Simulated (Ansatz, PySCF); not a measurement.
CH4 (SMILES C) and CH3Br (SMILES CBr) are pulled apart as rigid monomers along the line of their centres of mass, from the B3LYP-D3(BJ)/def2-TZVP minimum. Starting geometry (charge 0, multiplicity 1):
```xyz
10

C      0.0542     0.0564     0.1627
H     -0.1256    -0.5714     1.0342
H     -0.5792     0.9418     0.2129
H      1.1014     0.3571     0.1370
H     -0.1808    -0.5020    -0.7425
C      0.5789     1.2241     3.7731
Br    -0.0738    -0.5656     4.2224
H      0.6147     1.2964     2.6921
H      1.5660     1.3322     4.2087
H     -0.1167     1.9420     4.1932
```

Interaction energies with rigid monomers; basis-set methods are counterpoise corrected unless marked otherwise.

Rows in STO-3G carry no dispersion term and start afresh at each structure; the Pople sets are all-electron and without relativity.

Codes used: Ansatz (an electronic-structure program); PySCF for STO-3G rows, the dispersion terms. 

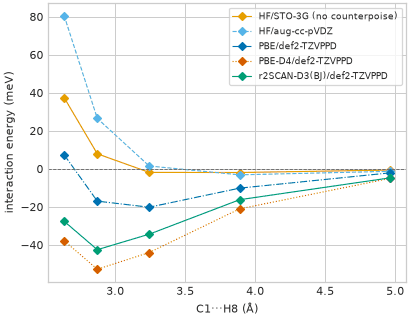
*Interaction energy against separation*

### Question
Which level binds most strongly at C1···H8 = 2.87, and by how much?

### Answer
PBE-D4/def2-TZVPPD, -53 meV.
